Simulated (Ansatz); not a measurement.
We consider cubic perovskite KMgF₃, described by PBEsol-D3(BJ) (Ansatz, a program for electronic structure, PAW).

Run with plane-wave cutoff 520 eV, 8×8×8 k mesh, Fermi–Dirac smearing 0.01 eV, scalar-relativistic PAW data made under PBE.

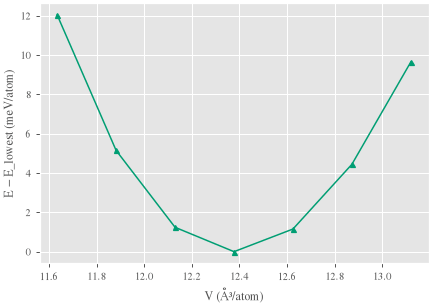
Figure. Total energy against volume

Q: From the curve, estimate the equilibrium volume and the bulk modulus.

A: V0 ≈ 12.4 Å³/atom and B0 ≈ 77 GPa; the fit gives V0 = 12.377 Å³/atom, B0 = 77.3 GPa, B′ = 4.5.

Measured, for comparison: bulk modulus 75.1 GPa (room temperature, no zero-point or thermal correction, our sources range from 71.2 to 75.1; as tabulated in Vaitheeswaran et al. (2007), arXiv:cond-mat/0703621); equilibrium volume per atom 12.70 Å³/atom (room temperature, no zero-point or thermal correction; as tabulated in Vaitheeswaran et al. (2007), arXiv:cond-mat/0703621). Computed (rounded) less measured: bulk modulus +3 % (+3 % to +9 % over the range), equilibrium volume per atom -2.5 %. A static lattice is as a rule a little smaller and stiffer than an uncorrected measurement, which narrows the difference in the bulk modulus and would widen misses of the other sign.

Computed values are for the static lattice.
